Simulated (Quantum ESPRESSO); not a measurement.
## Collinear magnetic orders of MnS with Quantum ESPRESSO

Wanted: the moments of MnS and the energy of each order that was tried.

Method: PBE with U = 4 eV on Mn d (ortho-atomic projectors); plane waves with GBRV 1.5 PBE potentials, no spin-orbit coupling, in Quantum ESPRESSO 7.5.

The database entry behind the starting cell differs from later determinations by our own check (an axis about 0.2 % short against later determinations), so it need not match the best structure at ambient conditions.

**1. Set-up**

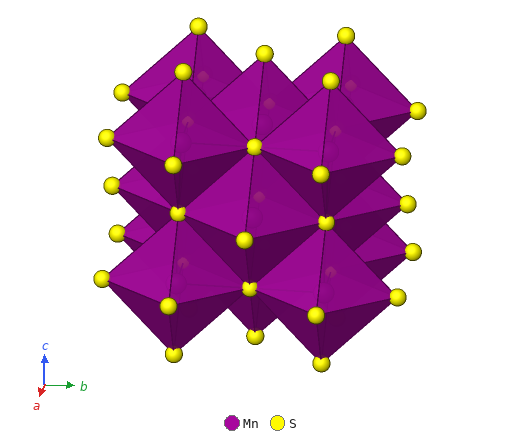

The cell as given, slightly off an axis (manganese purple, sulfur yellow). This picture shows the conventional cell, with its axes. Some periodic images of atoms are drawn too.

As a file:

```cif
data_structure
_symmetry_space_group_name_H-M 'P 1'
_symmetry_Int_Tables_number 1
_cell_length_a 3.6833
_cell_length_b 3.6833
_cell_length_c 3.6833
_cell_angle_alpha 60.000
_cell_angle_beta 60.000
_cell_angle_gamma 60.000
_cell_volume 35.33
loop_
_atom_site_label
_atom_site_type_symbol
_atom_site_fract_x
_atom_site_fract_y
_atom_site_fract_z
_atom_site_occupancy
Mn1 Mn 0.00000 0.00000 0.00000 1
S2 S 0.50000 0.50000 0.50000 1
```

The cell comes from the Crystallography Open Database.

**2. Run 1 (ferro +)**

The signs are those of the starting moments on the seeded atoms, the atoms that are given a moment.

Input file pw.in:

```
&CONTROL
  calculation = 'scf'
  prefix = 'pwscf'
  outdir = './tmp'
  pseudo_dir = './pseudo'
  disk_io = 'nowf'
/
&SYSTEM
  ibrav = 0
  celldm(1) = 8
  nat = 2
  ntyp = 2
  ecutwfc = 40
  ecutrho = 280
  nbnd = 19
  occupations = 'smearing'
  smearing = 'fd'
  degauss = 0.00367493
  nspin = 2
  starting_magnetization(1) = 0.3
  starting_magnetization(2) = 0
/
&ELECTRONS
  conv_thr = 4d-09
  electron_maxstep = 150
  mixing_beta = 0.3
/
ATOMIC_SPECIES
Mn     54.9380 mn_pbe_v1.5.uspp.F.UPF
S      32.0600 s_pbe_v1.4.uspp.F.UPF
CELL_PARAMETERS alat
   0.0000000000000    0.6152239614485    0.6152239614485
   0.6152239614485    0.0000000000000    0.6152239614485
   0.6152239614485    0.6152239614485    0.0000000000000
ATOMIC_POSITIONS crystal
Mn      0.0000000000    0.0000000000    0.0000000000
S       0.5000000000    0.5000000000    0.5000000000
K_POINTS automatic
8 8 8 0 0 0
HUBBARD {ortho-atomic}
U Mn-3d 4.0000
```

Launch:

```console
$ OMP_NUM_THREADS=1 mpirun -n 4 pw.x -nk 4 -in pw.in > pw.out
```

Log:

```text
Program PWSCF v.7.5 starts

     Message from routine setup:
     using ibrav=0 with symmetry is DISCOURAGED, use correct ibrav instead

     K-points division:     npool     =       4
     Subspace diagonalization in iterative solution of the eigenvalue problem:

     G-vector sticks info
     --------------------
     sticks:   dense  smooth     PW     G-vecs:    dense   smooth      PW
     Sum         931     535    163                18883     8099    1459

     Using Slab Decomposition

     bravais-lattice index     =            0
     lattice parameter (alat)  =       8.0000  a.u.
     unit-cell volume          =     238.4513 (a.u.)^3
     number of atoms/cell      =            2
     number of atomic types    =            2
     number of electrons       =        21.00
     number of Kohn-Sham states=           19
     kinetic-energy cutoff     =      40.0000  Ry
     charge density cutoff     =     280.0000  Ry
     scf convergence threshold =      4.0E-09
     mixing beta               =       0.3000
     number of iterations used =            8  plain     mixing
     Exchange-correlation=  SLA  PW   PBX  PBC
                           (   1   4   3   4   0   0   0)
     Hubbard projectors: ortho-atomic
     Hubbard parameters of DFT+U (Dudarev formulation) in eV:
     U(Mn-3d) =  4.0000

     Internal variables: lda_plus_u =T, lda_plus_u_kind = 0

     Internal variables: orbital_resolved =F, hub_pot_fix =F, apply_U = F

     celldm(1)=   8.000000  celldm(2)=   0.000000  celldm(3)=   0.000000
     celldm(4)=   0.000000  celldm(5)=   0.000000  celldm(6)=   0.000000

     crystal axes: (cart. coord. in units of alat)
               a(1) = (   0.000000   0.615224   0.615224 )
               a(2) = (   0.615224   0.000000   0.615224 )
               a(3) = (   0.615224   0.615224   0.000000 )

     reciprocal axes: (cart. coord. in units 2 pi/alat)
               b(1) = ( -0.812712  0.812712  0.812712 )
               b(2) = (  0.812712 -0.812712  0.812712 )
               b(3) = (  0.812712  0.812712 -0.812712 )

     PseudoPot. # 1 for Mn read from file:
     mn_pbe_v1.5.uspp.F.UPF
     Pseudo is Ultrasoft + core correction, Zval = 15.0
     Generated by new atomic code, or converted to UPF format
     Using radial grid of  859 points,  6 beta functions with:
                l(1) =   0
                l(2) =   0
                l(3) =   1
                l(4) =   1
                l(5) =   2
                l(6) =   2
     Q(r) pseudized with  8 coefficients,  rinner =    0.950   0.950   0.950
                                                       0.950   0.950

     PseudoPot. # 2 for S  read from file:
     s_pbe_v1.4.uspp.F.UPF
     Pseudo is Ultrasoft + core correction, Zval =  6.0
     Generated by new atomic code, or converted to UPF format
     Using radial grid of  907 points,  6 beta functions with:
                l(1) =   0
                l(2) =   0
                l(3) =   1
                l(4) =   1
                l(5) =   2
                l(6) =   2
     Q(r) pseudized with  8 coefficients,  rinner =    1.300   1.300   1.300
                                                       1.300   1.300

     atomic species   valence    mass     pseudopotential
     Mn               15.00    54.93800     Mn( 1.00)
     S                 6.00    32.06000     S ( 1.00)

     Starting magnetic structure
     atomic species   magnetization
     Mn              0.300
     S               0.000

     48 Sym. Ops., with inversion, found

   Cartesian axes

     site n.     atom                  positions (alat units)
         1        Mn     tau(   1) = (   0.0000000   0.0000000   0.0000000  )
         2        S      tau(   2) = (   0.6152240   0.6152240   0.6152240  )

     number of k points=    29  Fermi-Dirac smearing, width (Ry)=  0.0037
                       cart. coord. in units 2pi/alat
        k(    1) = (   0.0000000   0.0000000   0.0000000), wk =   0.0019531
        k(    2) = (   0.1015890   0.1015890  -0.1015890), wk =   0.0156250
        k(    3) = (   0.2031780   0.2031780  -0.2031780), wk =   0.0156250
        k(    4) = (   0.3047671   0.3047671  -0.3047671), wk =   0.0156250
        k(    5) = (  -0.4063561  -0.4063561   0.4063561), wk =   0.0078125
        [... 24 further k-points ...]

     Dense  grid:    18883 G-vectors     FFT dimensions: (  40,  40,  40)

     Smooth grid:     8099 G-vectors     FFT dimensions: (  30,  30,  30)

     Check: negative core charge=   -0.000037
     Generating pointlists ...
     new r_m :   0.2538 (alat units)  2.0302 (a.u.) for type    1
     new r_m :   0.2538 (alat units)  2.0302 (a.u.) for type    2

     Initial potential from superposition of free atoms

     starting charge      20.4999, renormalised to      21.0000

     STARTING HUBBARD OCCUPATIONS:

     =================== HUBBARD OCCUPATIONS ===================
     ------------------------ ATOM    1 ------------------------
     Tr[ns(  1)] (up, down, total) =   5.00000  0.00000  5.00000
     Atomic magnetic moment for atom   1 =   5.00000
     [... lines left out ...]
     Number of occupied Hubbard levels =    5.0000

     Atomic wfc used for Hubbard projectors are orthogonalized

     Starting wfcs are   17 randomized atomic wfcs +    2 random wfcs

     Self-consistent Calculation

     iteration #  1     ecut=    40.00 Ry     beta= 0.30
     Davidson diagonalization with overlap
     ethr =  1.00E-02,  avg # of iterations =  6.0

     =================== HUBBARD OCCUPATIONS ===================
     ------------------------ ATOM    1 ------------------------
     Tr[ns(  1)] (up, down, total) =   4.86513  0.13768  5.00281
     Atomic magnetic moment for atom   1 =   4.72745
     [... lines left out ...]
     Number of occupied Hubbard levels =    5.0028

     total energy              =    -235.23530380 Ry
     estimated scf accuracy    <       0.48390439 Ry

     total magnetization       =     5.00 Bohr mag/cell
     absolute magnetization    =     5.00 Bohr mag/cell

     iteration #  2     ecut=    40.00 Ry     beta= 0.30
     Davidson diagonalization with overlap
     ethr =  2.30E-03,  avg # of iterations =  1.6

     total energy              =    -235.31708490 Ry
     estimated scf accuracy    <       0.02318810 Ry

     total magnetization       =     5.00 Bohr mag/cell
     absolute magnetization    =     5.00 Bohr mag/cell

     iteration #  3     ecut=    40.00 Ry     beta= 0.30
     Davidson diagonalization with overlap
     ethr =  1.10E-04,  avg # of iterations =  3.9

     negative rho (up, down):  0.000E+00 4.495E-04

     total energy              =    -235.32514364 Ry
     estimated scf accuracy    <       0.00892790 Ry

     total magnetization       =     5.00 Bohr mag/cell
     absolute magnetization    =     5.00 Bohr mag/cell

     [... further iterations left out ...]

     iteration #  7     ecut=    40.00 Ry     beta= 0.30
     Davidson diagonalization with overlap
     ethr =  3.48E-07,  avg # of iterations =  1.5

     negative rho (up, down):  0.000E+00 4.834E-04

     total energy              =    -235.32592345 Ry
     estimated scf accuracy    <       0.00001536 Ry

     total magnetization       =     5.00 Bohr mag/cell
     absolute magnetization    =     5.00 Bohr mag/cell

     iteration #  8     ecut=    40.00 Ry     beta= 0.30
     Davidson diagonalization with overlap
     ethr =  7.31E-08,  avg # of iterations =  2.0

     negative rho (up, down):  0.000E+00 4.833E-04

     total energy              =    -235.32592851 Ry
     estimated scf accuracy    <       0.00000075 Ry

     total magnetization       =     5.00 Bohr mag/cell
     absolute magnetization    =     5.00 Bohr mag/cell

     iteration #  9     ecut=    40.00 Ry     beta= 0.30
     Davidson diagonalization with overlap
     ethr =  3.58E-09,  avg # of iterations =  2.5

     negative rho (up, down):  0.000E+00 4.827E-04

     total energy              =    -235.32592869 Ry
     estimated scf accuracy    <       0.00000011 Ry

     total magnetization       =     5.00 Bohr mag/cell
     absolute magnetization    =     5.00 Bohr mag/cell

     iteration # 10     ecut=    40.00 Ry     beta= 0.30
     Davidson diagonalization with overlap
     ethr =  5.32E-10,  avg # of iterations =  2.7

     negative rho (up, down):  0.000E+00 4.826E-04

     Magnetic moment per site  (integrated on atomic sphere of radius R)
     atom   1 (R=0.254)  charge= 13.1411  magn=  4.5074
     atom   2 (R=0.254)  charge=  4.7245  magn=  0.1147

     End of self-consistent calculation

     =================== HUBBARD OCCUPATIONS ===================
     ------------------------ ATOM    1 ------------------------
     Tr[ns(  1)] (up, down, total) =   4.97214  0.26130  5.23344
     Atomic magnetic moment for atom   1 =   4.71084
     [... lines left out ...]
     Number of occupied Hubbard levels =    5.2334

     [... lines left out ...]
     the Fermi energy is    10.6083 ev

!    total energy              =    -235.32592877 Ry
     estimated scf accuracy    <          3.1E-09 Ry
     smearing contrib. (-TS)   =      -0.00000015 Ry
     internal energy E=F+TS    =    -235.32592861 Ry

     The total energy is F=E-TS. E is the sum of the following terms:
     one-electron contribution =    -132.47689669 Ry
     hartree contribution      =      73.87722433 Ry
     xc contribution           =     -35.27235833 Ry
     ewald contribution        =    -141.49328211 Ry
     Hubbard energy            =       0.03938418 Ry

     total magnetization       =     5.00 Bohr mag/cell
     absolute magnetization    =     5.00 Bohr mag/cell

     convergence has been achieved in  10 iterations

=------------------------------------------------------------------------------=
   JOB DONE.
=------------------------------------------------------------------------------=
```

Run time: 4.8 s. Hardware: 4 MPI ranks of Intel Xeon 6975P-C (Granite Rapids), shared host; peak memory 0.36 GiB; 18 s of CPU time.

Spin moment in the atom's sphere by atom:

| atom | spin moment in the atom's sphere (μB) |
| --- | --- |
| Mn1 | 4.51 |
| S2 | 0.11 |

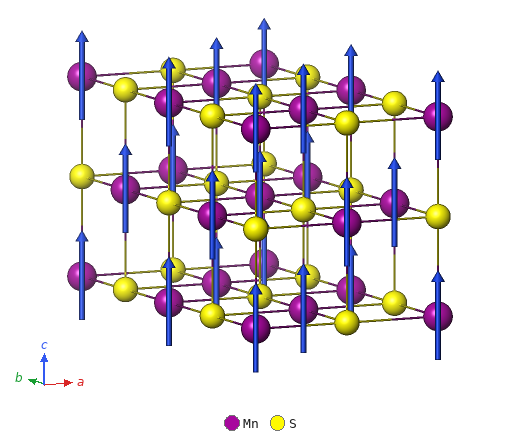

Spin moment in the atom's sphere as arrows, the longest 4.51 μB. Up and down stand for the sign. Arrows give size and sign along the axis of quantisation, drawn up and down the page. 1×2×1 conventional cells are drawn. Some periodic images of atoms are drawn too.

Read from the output:

- smearing term TS: 2.08e-6 eV
- magnetization: 5 μB
- absolute magnetization: 5 μB
- final state: ferromagnetic

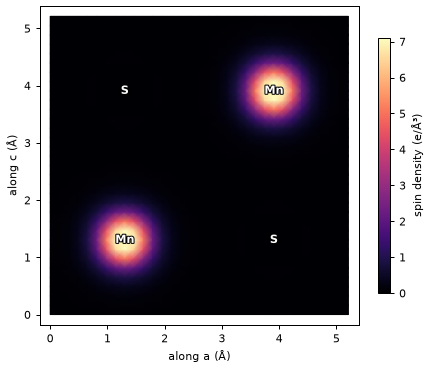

Spin density in the ac plane of the conventional cell at fractional y = 0.000, with atoms of Mn and S within 0.2 Å of it. The map starts off the cell's origin, so that atoms lie inside it.

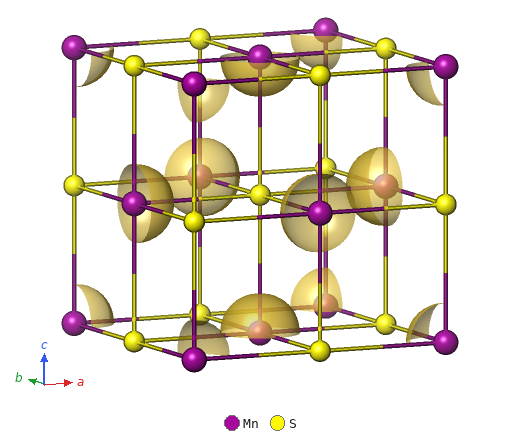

Surface of spin density = 0.57 e/Å³, which holds about 70 % of the integral of its size.

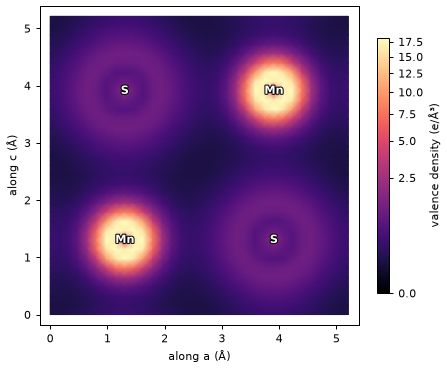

Valence density in the ac plane of the conventional cell at fractional y = 0.000, with atoms of Mn and S within 0.2 Å of it. It is the smooth field of the valence electrons, not physical close to the nuclei. The map starts off the cell's origin, so that atoms lie inside it. The colour scale is stretched toward low values.

(Continued in part 2 of 2.)

[Logs and program files are shortened in this print: banners, set-up blocks, solver, clock and traceback lines can be left out without a mark of their own.]

[Logs are printed without paths, hosts, clocks, repeated set-up lines and the standing remarks that a program may print on its own settings, such as how far it seeks lower states.]

[Hosts, paths, dates, database ids (printed as entryN), source tags and the programs' standing remarks are cut or masked in the printed files.]

[Where a cell is said to come from a database of computed structures, the database is the Materials Project.]
